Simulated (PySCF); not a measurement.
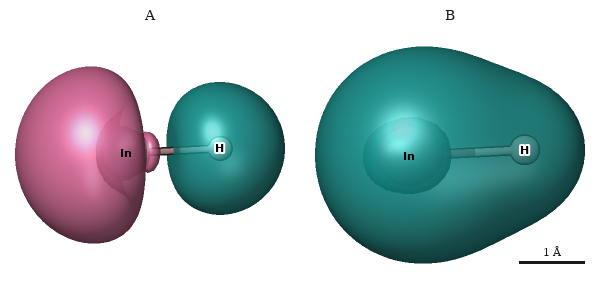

InH. Two frontier orbitals, each drawn at the value that holds 80 % of its norm (teal and pink are the two phases), in no order; of a degenerate pair one member is drawn.

Core potentials replace the inner electrons of In.

Computed with PySCF, PBE0/cc-pVDZ(-PP), non-relativistic Hamiltonian with scalar-relativistic core potentials where named, at a bond length of 1.861 Å.

### Label each orbital by symmetry, say whether it is occupied, and order them by energy.

Orbital B: σ, occupied, −10.11 eV; mainly on In (75 %).
Orbital A: σ, occupied, −5.65 eV; shared between the atoms (In 65 %, H 35 %).
